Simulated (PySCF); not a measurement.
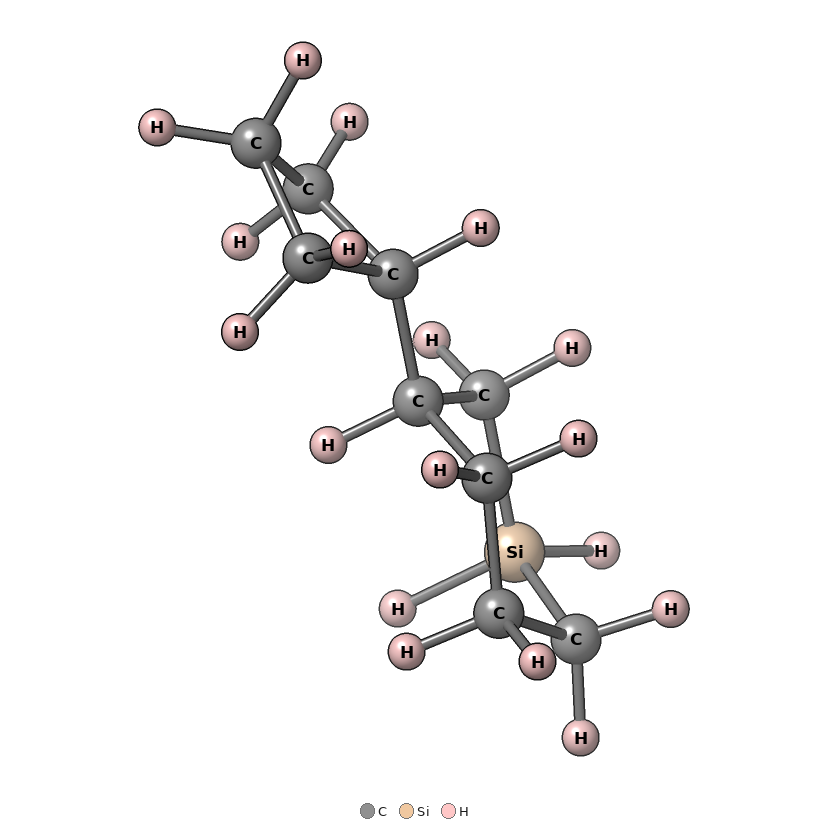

Atoms fade into the background with distance from the viewer. The computed structure is the end point of a PBE0-D3(BJ)/def2-SVP optimisation. No frequency run is at hand to confirm it as a minimum.

List the symmetry elements and name the point group.

It has no symmetry element but the identity, so the point group is C1. The group has 1 operation. The geometry is chiral, and symmetry allows a dipole moment.
